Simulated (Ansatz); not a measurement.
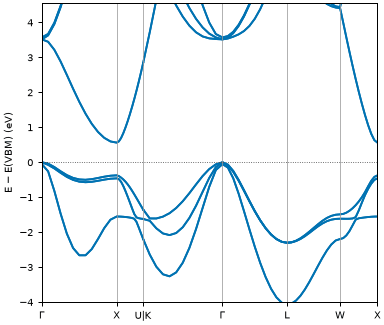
*Band structure from DFT-r²SCAN with spin–orbit coupling in the program Ansatz with PAW potentials*

**Question.** Read off the gap and where the band edges lie.

**Answer.** About 0.6 eV (0.56 eV by a search for the band edges); maximum at Γ, minimum at X.

The material is YN (rock salt, space group No. 225).

Space group Fm-3m (rock salt). Symmetry was held in the r²SCAN relaxation. The run is not spin-polarised.

Potentials: the later of the program's two PAW sets.
